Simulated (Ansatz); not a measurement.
**InHCl (SMILES [Cl][InH]): levels of theory compared**

We compute a comparison of 6 runs (U-wB97X/STO-3G, UBHLYP/STO-3G, UBLYP/STO-3G, UCAM-B3LYP/STO-3G, UPBE0/STO-3G, RPA@PBE/STO-3G) of InHCl. 

The results are computed with Ansatz 0.2.0.

69 further runs of the same task are left out: 6 that didn't finish, 63 set aside as unsound or not needed.

## (1) The system as given

InHCl: 3 atoms, total charge 0, spin state doublet. As SMILES, `[Cl][InH]`. The H3–In2 distance was set to 4.432 Å, away from the relaxed value. At this shape a bond of the SMILES string is far longer than usual.

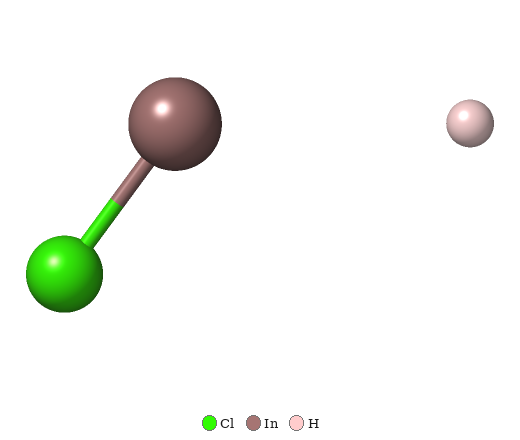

The structure, seen from a chosen angle (chlorine green, indium brown, hydrogen pink).

## (2) A single-point energy at U-wB97X/STO-3G (run 1)

job.yaml

```yaml
crystal:
  periodic: [false, false, false]
  atoms:
    - {symbol: Cl, position_ang: [-2.879655, 2.716260, -1.290402]}
    - {symbol: In, position_ang: [-0.820355, 2.861860, -0.136902]}
    - {symbol: H, position_ang: [1.229400, -1.003900, 0.568100]}
basis:
  gaussian: {orbitals: STO-3G}
magnetization: {spin_polarized: true, initial_magnetization: 1}
hamiltonian: {xc: {name: wB97X}}
accuracy: high
```

Launch:

```console
$ ansatz run job.yaml --threads 1 --pin off --max-ram 2610MiB --events-out events.jsonl --progress --plain --runs-dir runs
```

The log of the run:

```text
Warning: RAYON_NUM_THREADS=1 ignored (pool sized by the plan → 1); use --threads N
Functional definition: wB97X
  name "wB97X"
  parameter omega = 0.3/bohr
  parameter cx = 0.157706
  parameter cx1 = 0.726479
  parameter cx2 = 1.04760
  parameter cx3 = -5.70635
  parameter cx4 = 13.2794
  parameter css1 = -4.33879
  parameter css2 = 18.2308
  parameter css3 = -31.7430
  parameter css4 = 17.2901
  parameter cos1 = 2.37031
  parameter cos2 = -11.3995
  parameter cos3 = 6.58405
  parameter cos4 = -3.78132
  exchange = spin_sum(e_x_unif_sr(omega)*poly(b97_u_x, 1 - cx, cx1, cx2, cx3, cx4)) + cx*exact_x_sr(omega)
      + exact_x_lr(omega)
  correlation = spin_sum(e_c_pw_same_spin*poly(b97_u_same, 1, css1, css2, css3, css4))
      + integral(e_c_pw_opposite_spin*poly(b97_u_opposite, 1, cos1, cos2, cos3, cos4))
650 factors; integrals over basis functions are off by at most 6.3e-9 eV
139 factors; integrals over basis functions are off by at most 1.0e-9 eV
mean field evaluation 1: about -167095.9075 eV, gradient 7.8e0 eV
mean field evaluation 2: about -167097.1329 eV, gradient 2.2e0 eV
mean field evaluation 4: about -167097.2031 eV, gradient 8.5e-2 eV
mean field evaluation 8: about -167097.1728 eV, gradient 2.6e-3 eV
mean field evaluation 16: about -167097.1728 eV, gradient 1.0e-5 eV
mean field -167097.17278877 eV, -6140.7078374555 hartree, gradient 4.6e-8 eV, S^2 0.750000; 0 other end points of the search recorded, 0 dependent functions left out
reference -167097.17278802 eV, -6140.7078374281 hartree; 34, 33 occupied and 3, 4 virtual orbitals, 650 factors
Total energy: -167097.17278802 eV, -6140.7078374281 hartree
```

Wall time 14 s (1 thread of Arm Neoverse V1, shared host); peak memory 0.43 GiB.

## (3) The energy at UBHLYP/STO-3G (run 2)

job.yaml

```yaml
crystal:
  periodic: [false, false, false]
  atoms:
    - symbol: Cl
      position_ang: [-2.879655, 2.716260, -1.290402]
    - symbol: In
      position_ang: [-0.820355, 2.861860, -0.136902]
    - symbol: H
      position_ang: [1.229400, -1.003900, 0.568100]
basis:
  gaussian: {orbitals: STO-3G}
accuracy: high
magnetization: {spin_polarized: true, initial_magnetization: 1}
hamiltonian: {xc: {name: BHLYP}}
```

Launch:

```console
$ ansatz run job.yaml --threads 1 --pin off --max-ram 2610MiB --events-out events.jsonl --progress --plain --runs-dir runs
```

The log of the run:

```text
Warning: RAYON_NUM_THREADS=1 ignored (pool sized by the plan → 1); use --threads N
Functional definition: BHLYP
  name "BHLYP"
  parameter a = 0.5
  exchange = (1 - a)*b88_x + a*exact_x
  correlation = lyp_c
650 factors; integrals over basis functions are off by at most 6.3e-9 eV
mean field evaluation 1: about -167096.3388 eV, gradient 9.4e0 eV
mean field evaluation 2: about -167098.1616 eV, gradient 4.6e0 eV
mean field evaluation 4: about -167098.4528 eV, gradient 7.2e-2 eV
mean field evaluation 8: about -167098.4691 eV, gradient 3.7e-3 eV
mean field evaluation 16: about -167098.4691 eV, gradient 4.7e-6 eV
mean field -167098.46908891 eV, -6140.7554756070 hartree, gradient 2.8e-8 eV, S^2 0.750003; 0 other end points of the search recorded, 0 dependent functions left out
reference -167098.46911854 eV, -6140.7554766958 hartree; 34, 33 occupied and 3, 4 virtual orbitals, 650 factors
Total energy: -167098.46911854 eV, -6140.7554766958 hartree
```

Run time: 4.8 s. Hardware: 1 thread of Arm Neoverse V1, shared host; peak memory 0.18 GiB.

Runs 3 to 5 aren't shown in full; the table further down has their settings and results.

## (4) The energy at RPA@PBE/STO-3G (run 6)

molecule.yaml

```yaml
basis:
  gaussian: {orbitals: STO-3G}
crystal:
  periodic: [false, false, false]
  atoms:
    - symbol: Cl
      position_ang: [-2.879655, 2.716260, -1.290402]
    - symbol: In
      position_ang: [-0.820355, 2.861860, -0.136902]
    - symbol: H
      position_ang: [1.229400, -1.003900, 0.568100]
magnetization: {spin_polarized: true, initial_magnetization: 1}
hamiltonian: {xc: {name: PBE}}
correlation: {method: rpa, frozen_orbitals: {Cl: 5, H: 0, In: 18}}
accuracy: high
```

Launch:

```console
$ ansatz run molecule.yaml --threads 1 --pin off --max-ram 2610MiB --events-out events.jsonl --progress --plain --runs-dir runs
```

The log of the run, shortened:

```text
Warning: RAYON_NUM_THREADS=1 ignored (pool sized by the plan → 1); use --threads N
Functional definition: PBE
  name "PBE"
[...]
650 factors; integrals over basis functions are off by at most 6.3e-9 eV
[...]
mean field -167070.78125377 eV, -6139.7379664331 hartree, gradient 2.9e-8 eV, S^2 0.750000; 2 other end points of the search recorded, 0 dependent functions left out
23 core orbitals not correlated: weight in the atoms' cores, before any rotation towards them, 1.000 or more for the frozen orbitals, at most 0.000 for the correlated occupied ones
reference -167022.69048030 eV, -6137.9706631052 hartree; 11, 10 occupied and 3, 4 virtual orbitals, 650 factors
Total energy: -167024.77096550 eV, -6138.0471195260 hartree
```

Run time: 5.1 s. Hardware: 1 thread of Arm Neoverse V1, shared host; peak memory 0.15 GiB.

## (5) Overview of the runs

| run | level | frozen core orbitals | energy (Eh) | ⟨S²⟩ | wall time |
| --- | --- | --- | --- | --- | --- |
| 1 | U-wB97X/STO-3G | – | -6140.707837 | 0.750 | 14 s |
| 2 | UBHLYP/STO-3G | – | -6140.755477 | 0.750 | 4.8 s |
| 3 | UBLYP/STO-3G | – | -6140.346316 | 0.750 | 4.5 s |
| 4 | UCAM-B3LYP/STO-3G | – | -6140.706168 | 0.750 | 5.4 s |
| 5 | UPBE0/STO-3G | – | -6140.143534 | 0.750 | 3.6 s |
| 6 | RPA@PBE/STO-3G | 23 | -6138.047120 | 0.750 | 5.1 s |

## (6) What came out

```
                                quantity           value
                     run 6: total energy  -6138.04712 Eh
 run 6: RPA correlation energy (valence)       -76.5 mEh
run 6: ⟨S²⟩ of the reference determinant           0.750
```

What this shows: Totals of different functionals can't be ranked against each other. In runs 1, 2, 3, 4, 5, 6 the basis is minimal, so the values are rough. In runs 1, 2, 3, 4, 5, 6 relativity is left out where basis or elements ask for it. All runs together took 38 s, the longest 14 s.
